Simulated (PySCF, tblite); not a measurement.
**C3H2ClF2O radical: geometry, infrared bands and EPR parameters**

What infrared bands and EPR parameters should C3H2ClF2O radical (`FC1(F)O[CH][C@@H]1Cl`) show?

Computed with tblite 0.8.0 and PySCF 2.14.0, with density-fitted response routines of our own, on a single molecule in the gas phase. Atoms are numbered from 0 throughout.

## (1) Starting geometry

9 atoms, charge 0, multiplicity 2; geometry from: force field or distance geometry start.

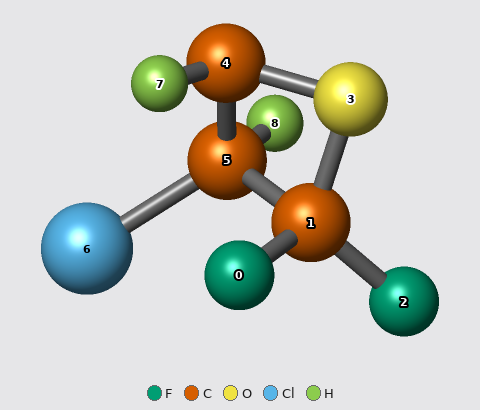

As it starts; fluorine teal, carbon orange, oxygen yellow, chlorine blue, hydrogen green, atoms numbered.

## (2) Optimising the geometry with GFN2-xTB

The job: settings as JSON, then the geometry in Å.

```
{"job": {"kind": "relax", "xc": "GFN2-xTB", "basis": "xTB"}, "charge": 0, "multiplicity": 2}
F     -0.383300    -1.525300    -0.571600
C     -0.489500    -0.545400     0.391200
F     -0.686500    -1.013100     1.682900
O     -1.352500     0.480100    -0.020300
C     -0.301400     0.892700    -0.839200
C      0.621300     0.470700     0.258300
Cl     2.137900    -0.299700    -0.204700
H     -0.212300     0.303400    -1.763000
H      0.679900     1.242600     1.041400
```

Launch:

```bash
> OMP_NUM_THREADS=1 python probes_run.py task.json out
```

This one command runs all jobs of the session in turn.

**Question.** This job is followed by: GFN2-xTB harmonic vibrations, gas phase; UKS B3LYP, pcH-1 on C Cl F H O, non-relativistic, mean-field spin-orbit, GIAO. Predict these results of the whole session: strongest single infrared mode (GFN2-xTB); zero-point energy (GFN2-xTB); g(iso) (B3LYP); ⟨S²⟩; largest a(iso); surface potential, least and greatest.

**Answer**, as computed:

| quantity | value |
| --- | --- |
| strongest single infrared mode (GFN2-xTB) | 1232 cm⁻¹, 150 km/mol |
| zero-point energy (GFN2-xTB) | 28.7 kcal/mol |
| g(iso) (B3LYP) | 2.00313 |
| ⟨S²⟩ | 0.754 (exact 0.75) |
| largest a(iso) | 13C on C4, 149.3 MHz |
| surface potential, least and greatest | -0.78 V and 1.58 V |

**Reading.** Over 41 steps the energy fell by 1.250 eV; of the close pairs, C1–F2 changed most, 1.388 to 1.341 Å. All 21 modes are real, so the xTB geometry is a minimum. The strongest single mode, at 1232 cm⁻¹, moves mainly C1. Unscaled tight-binding wavenumbers are off by several per cent, some by more. Its intensities can rank the bands wrongly. C4 carries the largest spin population, 0.85 e. The isotropic g lies 0.8 ppt above the free-electron value.
